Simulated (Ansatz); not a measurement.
# BH4 (doublet): correlated methods under varied settings at a displaced geometry (v2)

What do other methods and options give for BH4 (doublet) at this geometry, and how long do they take?

The runs use Ansatz 0.2.0, Gaussian basis; the settings change from run to run.

19 further runs of the same task are left out: 6 that didn't finish, 13 set aside as unsound or not needed.

## Step 1: The system

The geometry is a PBE0/def2-TZVP stationary point (not a proven minimum) with its atoms shifted at random (size 0.100 Å).

5 atoms, charge 0, spin multiplicity 2.

Atoms are counted from 1 here; the program's logs count them from 0.

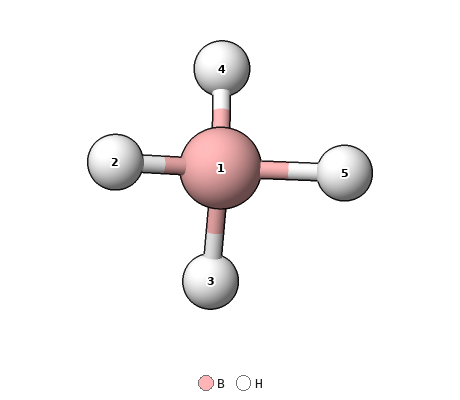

The structure; boron pink, hydrogen white; atoms are numbered from 1 in the order of the file.

## Step 2: CCSDT(Q)/B/6-31G

File in.yaml:

```yaml
crystal:
  periodic: [false, false, false]
  atoms:
    - {symbol: B, position_ang: [0.024887, 0.013137, 0.003030]}
    - {symbol: H, position_ang: [0.274698, 0.834006, 0.825277]}
    - {symbol: H, position_ang: [-0.487694, -0.818607, 0.816905]}
    - {symbol: H, position_ang: [-0.393071, 0.742463, -0.790785]}
    - {symbol: H, position_ang: [0.339137, -0.898764, -0.883897]}
basis:
  gaussian: {orbitals: 6-31G}
magnetization: {spin_polarized: false, initial_magnetization: 1}
hamiltonian: {xc: {name: PBE0}}
correlation: {method: ccsdt_q_b, electrons: outside_noble_gas}
```

Started as:

```
ansatz run in.yaml --threads 1 --pin off --events-out ev --progress --plain --max-ram 2393MiB
```

The program printed (excerpt; [...] marks lines left out):

```text
Functional definition: PBE0
  name "PBE0"
  cite "Adamo & Barone, J. Chem. Phys. 110, 6158 (1999) doi:10.1063/1.478522"
  cite "Perdew, Burke & Ernzerhof, Phys. Rev. Lett. 77, 3865 (1996) doi:10.1103/PhysRevLett.77.3865"
  parent pbe
[...]
393 factors; integrals over basis functions are off by at most 4.8e-8 eV
[...]
mean field -736.53475718 eV, -27.0671530852 hartree, gradient 7.5e-7 eV, S^2 0.750000; 0 other end points of the search recorded, 0 dependent functions left out
[...]
1 core orbitals not correlated: weight in the atoms' cores, before any rotation towards them, 1.000 or more for the frozen orbitals, at most 0.000 for the correlated occupied ones
reference -730.30114794 eV, -26.8380721711 hartree; 4, 3 occupied and 12, 13 virtual orbitals, 393 factors
second order -1.97766241 eV of doubles, -0.07651287 eV of singles
cycle   1  -2.48218542 eV  change   -4.3e-1 eV  update   5.3e-2
[...]
cycle  13  -2.73301560 eV  change   -5.0e-7 eV  update   4.3e-7
perturbative correction -0.00128354 eV, -0.0000471691 hartree
Total energy: -733.03544708 eV, -26.9385558110 hartree
```

Wall time 0.45 s (1 thread of AMD EPYC 9R45, shared host).

From the report: correlation -2.7343 eV; T1 0.016; largest double amplitude 0.07. The orbitals are Kohn-Sham ones, so correlation energy and T1 don't compare with those on Hartree-Fock orbitals.

## Step 3: NEVPT4(SD)(3,4)/6-31G

Edit in.yaml of step 2 so:

```diff
@@ -11,3 +11,2 @@
 magnetization: {spin_polarized: false, initial_magnetization: 1}
-hamiltonian: {xc: {name: PBE0}}
-correlation: {method: ccsdt_q_b, electrons: outside_noble_gas}
+correlation: {method: fic_nevpt4_sd, electrons: all, active_space: {window: {electrons: 3, orbitals: 4}}}
```

Same command.

The program printed:

```text
Functional definition: HF
  name "HF"
  cite "Fock, Z. Phys. 61, 126 (1930) doi:10.1007/BF01340294"
  parent pbe
  exchange = exact_x
  correlation = 0
254 factors; integrals over basis functions are off by at most 2.6e-4 eV
mean field evaluation 1: about -730.0166 eV, gradient 9.2e0 eV
mean field evaluation 2: about -730.0164 eV, gradient 9.2e0 eV
mean field evaluation 4: about -730.3609 eV, gradient 2.1e-1 eV
mean field evaluation 8: about -730.3614 eV, gradient 2.7e-6 eV
mean field -730.36142797 eV, -26.8402874210 hartree, gradient 4.6e-6 eV, S^2 0.750000; 0 other end points of the search recorded, 0 dependent functions left out
reference -730.36142797 eV, -26.8402874210 hartree; 5, 4 occupied and 12, 13 virtual orbitals, 254 factors
state -730.96069942 eV, -26.8623102409 hartree
state -730.96069942 eV, -26.8623102409 hartree; corrected -733.00542084 eV, -26.9374523669 hartree
state -730.93124202 eV, -26.8612277014 hartree
state -730.93124202 eV, -26.8612277014 hartree; corrected -732.98957786 eV, -26.9368701481 hartree
state -730.96069942 eV, -26.8623102409 hartree; corrected -733.00542084 eV, -26.9374523669 hartree
Total energy: -733.00542084 eV, -26.9374523669 hartree
```

It took 0.18 s on 1 thread of AMD EPYC 9R45, shared host.

From the report: 24 determinants; active occupations 1.96, 1.00, 0.02, 0.01.

## Step 4: CASSCF(1,6)/6-31G*

Edit in.yaml of step 3 so:

```diff
@@ -9,4 +9,6 @@
 basis:
-  gaussian: {orbitals: 6-31G}
+  gaussian: {orbitals: "6-31G*"}
 magnetization: {spin_polarized: false, initial_magnetization: 1}
-correlation: {method: fic_nevpt4_sd, electrons: all, active_space: {window: {electrons: 3, orbitals: 4}}}
+correlation: {active_space: {window: {electrons: 1, orbitals: 6}, states: [{multiplicity: 2, weights: [1, 1, 1, 1]}], root: 2}}
+scf: {lower_state_search: light}
+output: {forces: true}
```

Same command.

The program printed (excerpt; [...] marks lines left out):

```text
Functional definition: HF
  name "HF"
  cite "Fock, Z. Phys. 61, 126 (1930) doi:10.1007/BF01340294"
  parent pbe
[...]
450 factors; integrals over basis functions are off by at most 2.0e-7 eV
[...]
mean field -730.69804650 eV, -26.8526579239 hartree, gradient 3.3e-6 eV, S^2 0.750000; 0 other end points of the search recorded, 0 dependent functions left out
reference -730.69804650 eV, -26.8526579239 hartree; 5, 4 occupied and 18, 19 virtual orbitals, 450 factors
state -730.65983680 eV, -26.8512537432 hartree
state -723.79365921 eV, -26.5989263710 hartree
state -720.03482502 eV, -26.4607917622 hartree
state -718.57393129 eV, -26.4071049080 hartree
[...]
Total energy: -720.03482502 eV, -26.4607917622 hartree
Atom 0 at     0.024887     0.013137     0.003030 Å, force     0.569160     1.976552    -1.201401 eV/Å
Atom 1 at     0.274698     0.834006     0.825277 Å, force    -1.462101     0.748324     1.291638 eV/Å
Atom 2 at    -0.487694    -0.818607     0.816905 Å, force     0.815177    -3.715094     3.326056 eV/Å
Atom 3 at    -0.393071     0.742463    -0.790785 Å, force     1.685861     2.164202    -2.738326 eV/Å
Atom 4 at     0.339137    -0.898764    -0.883897 Å, force    -1.608097    -1.173983    -0.677967 eV/Å
Dipole moment:     0.121804     0.217827    -0.072409 e Å
```

Wall time 0.21 s (1 thread of AMD EPYC 9R45, shared host).

From the report: 6 determinants; active occupations (of the averaged states) 0.25, 0.25, 0.25, 0.25, 0.00, 0.00.

## Step 5: CASCI(9,6)/6-31G

Edit in.yaml of step 4 so:

```diff
@@ -9,6 +9,4 @@
 basis:
-  gaussian: {orbitals: "6-31G*"}
+  gaussian: {orbitals: 6-31G}
 magnetization: {spin_polarized: false, initial_magnetization: 1}
-correlation: {active_space: {window: {electrons: 1, orbitals: 6}, states: [{multiplicity: 2, weights: [1, 1, 1, 1]}], root: 2}}
-scf: {lower_state_search: light}
-output: {forces: true}
+correlation: {active_space: {window: {electrons: 9, orbitals: 6}, fixed_orbitals: true, states: [{multiplicity: 2, weights: [1, 0.5]}, {multiplicity: 4, weights: [1]}]}}
```

The command is unchanged.

The program printed:

```text
Functional definition: HF
  name "HF"
  cite "Fock, Z. Phys. 61, 126 (1930) doi:10.1007/BF01340294"
  parent pbe
  exchange = exact_x
  correlation = 0
393 factors; integrals over basis functions are off by at most 4.8e-8 eV
mean field evaluation 1: about -730.0166 eV, gradient 9.2e0 eV
mean field evaluation 2: about -730.0164 eV, gradient 9.2e0 eV
mean field evaluation 4: about -730.3610 eV, gradient 2.1e-1 eV
mean field evaluation 8: about -730.3614 eV, gradient 2.7e-6 eV
mean field -730.36144740 eV, -26.8402881353 hartree, gradient 4.6e-6 eV, S^2 0.750000; 0 other end points of the search recorded, 0 dependent functions left out
reference -730.36144740 eV, -26.8402881353 hartree; 5, 4 occupied and 12, 13 virtual orbitals, 393 factors
state -730.57319316 eV, -26.8480696482 hartree
state -726.85242779 eV, -26.7113340431 hartree
state -722.35657263 eV, -26.5461144134 hartree
Total energy: -726.54239187 eV, -26.6999404333 hartree
```

Run time: 0.06 s. Hardware: 1 thread of AMD EPYC 9R45, shared host.

From the report: 90 determinants; active occupations (of the averaged states) 2.00, 2.00, 1.87, 1.52, 1.20, 0.41.

## Step 6: CISD/6-31++G**

Edit in.yaml of step 5 so:

```diff
@@ -9,4 +9,6 @@
 basis:
-  gaussian: {orbitals: 6-31G}
+  gaussian: {orbitals: "6-31++G**", fitting: {mean_field: def2-universal-jkfit}}
 magnetization: {spin_polarized: false, initial_magnetization: 1}
-correlation: {active_space: {window: {electrons: 9, orbitals: 6}, fixed_orbitals: true, states: [{multiplicity: 2, weights: [1, 0.5]}, {multiplicity: 4, weights: [1]}]}}
+correlation: {active_space: {ras: {orbitals: [3, 1, 38], electrons: 7, max_holes: 2, max_particles: 2}, fixed_orbitals: true}}
+scf: {lower_state_search: full}
+output: {forces: true}
```

The command is unchanged.

The program printed (excerpt; [...] marks lines left out):

```text
Functional definition: HF
  name "HF"
  cite "Fock, Z. Phys. 61, 126 (1930) doi:10.1007/BF01340294"
  parent pbe
[...]
147 factors; integrals over basis functions are off by at most 3.1e-1 eV
[...]
mean field -730.85360157 eV, -26.8583744673 hartree, gradient 2.9e-6 eV, S^2 0.750000; 3 other end points of the search recorded, 0 dependent functions left out
reference -730.85360157 eV, -26.8583744673 hartree; 5, 4 occupied and 38, 39 virtual orbitals, 147 factors
state -734.67767900 eV, -26.9989067208 hartree
[...]
Total energy: -734.67767900 eV, -26.9989067208 hartree
Atom 0 at     0.024887     0.013137     0.003030 Å, force    -0.593082    -2.475949     0.223422 eV/Å
Atom 1 at     0.274698     0.834006     0.825277 Å, force     0.707293     0.117412     0.312498 eV/Å
Atom 2 at    -0.487694    -0.818607     0.816905 Å, force     0.391182     0.480088    -0.708835 eV/Å
Atom 3 at    -0.393071     0.742463    -0.790785 Å, force    -0.576645     0.824706    -1.090887 eV/Å
Atom 4 at     0.339137    -0.898764    -0.883897 Å, force     0.071252     1.053744     1.263802 eV/Å
Dipole moment:     0.014951    -0.009069    -0.011866 e Å
```

Wall time 0.96 s (1 thread of AMD EPYC 9R45, shared host).

From the report: 35,154 determinants.

## Step 7: CCSDT(Q)/B on UHF/cc-pVDZ

File in.yaml:

```yaml
crystal:
  periodic: [false, false, false]
  atoms:
    - {symbol: B, position_ang: [0.024887, 0.013137, 0.003030]}
    - {symbol: H, position_ang: [0.274698, 0.834006, 0.825277]}
    - {symbol: H, position_ang: [-0.487694, -0.818607, 0.816905]}
    - {symbol: H, position_ang: [-0.393071, 0.742463, -0.790785]}
    - {symbol: H, position_ang: [0.339137, -0.898764, -0.883897]}
basis:
  gaussian: {orbitals: cc-pVDZ}
magnetization: {spin_polarized: true, initial_magnetization: 1}
correlation: {method: ccsdt_q_b, electrons: outside_noble_gas}
output: {forces: true}
```

The command is unchanged.

The program printed (excerpt; [...] marks lines left out):

```text
Functional definition: HF
  name "HF"
  cite "Fock, Z. Phys. 61, 126 (1930) doi:10.1007/BF01340294"
  parent pbe
[...]
642 factors; integrals over basis functions are off by at most 1.9e-7 eV
[...]
mean field -730.94367587 eV, -26.8616846367 hartree, gradient 1.2e-6 eV, S^2 0.769811; 0 other end points of the search recorded, 0 dependent functions left out
1 core orbitals not correlated: weight in the atoms' cores, before any rotation towards them, 1.000 or more for the frozen orbitals, at most 0.000 for the correlated occupied ones
reference -730.94367587 eV, -26.8616846367 hartree; 4, 3 occupied and 29, 30 virtual orbitals, 642 factors
second order -3.14221301 eV of doubles, -0.00000000 eV of singles
cycle   1  -3.69611650 eV  change   -5.5e-1 eV  update   5.9e-2
[...]
cycle  16  -4.02776082 eV  change   -4.4e-7 eV  update   2.3e-7
perturbative correction -0.00311244 eV, -0.0001143802 hartree
[...]
Total energy: -734.97454913 eV, -27.0098164968 hartree
Atom 0 at     0.024887     0.013137     0.003030 Å, force    -0.360097    -2.708644     0.229355 eV/Å
Atom 1 at     0.274698     0.834006     0.825277 Å, force     0.786039     0.504784     0.689998 eV/Å
Atom 2 at    -0.487694    -0.818607     0.816905 Å, force     0.221622     0.209908    -0.430067 eV/Å
Atom 3 at    -0.393071     0.742463    -0.790785 Å, force    -0.782342     1.198689    -1.487463 eV/Å
Atom 4 at     0.339137    -0.898764    -0.883897 Å, force     0.134778     0.795262     0.998177 eV/Å
Dipole moment:     0.011122    -0.009335    -0.011522 e Å
```

Wall time 22 s (1 thread of AMD EPYC 9R45, shared host); peak memory 0.68 GiB.

From the report: ⟨S²⟩ of the determinant 0.770 (pure doublet: 0.75); correlation -4.0309 eV; T1 0.019; largest double amplitude 0.05.

## Step 8: The runs in one table

Where basis and cores are those of an earlier FCI/6-31G run (-733.0487 eV), and the state is the same kind, the miss against it is given.

```csv
level,correlated,functions,energy (eV),from FCI (meV),time
CCSDT(Q)/B/6-31G (on PBE0 orbitals),outside noble gas,17,-733.0354,13.2,0.45 s
"NEVPT4(SD)(3,4)/6-31G",all,17,-733.0054,,0.18 s
"CASSCF(1,6)/6-31G* (excited root 2 of an average)",,23,-720.0348,,0.21 s
"CASCI(9,6)/6-31G (mean of several states)",,17,-726.5424,,0.06 s
CISD/6-31++G**,valence,43,-734.6777,,0.96 s
CCSDT(Q)/B on UHF/cc-pVDZ,outside noble gas,34,-734.9745,,22 s
```

## Step 9: What came out

```
quantity                                              value
    runs                                                  6
quickest  CASCI(9,6)/6-31G (mean of several states), 0.06 s
 slowest                    CCSDT(Q)/B on UHF/cc-pVDZ, 22 s
```

**Reading.** Total energies in different bases, with other cores or another treatment of relativity can't be set against each other. CCSDT(Q)/B on UHF/cc-pVDZ took 367 times as long as CASCI(9,6)/6-31G (mean of several states); the jobs differ in more than the method. Cores frozen from Kohn-Sham orbitals shift the total energy.
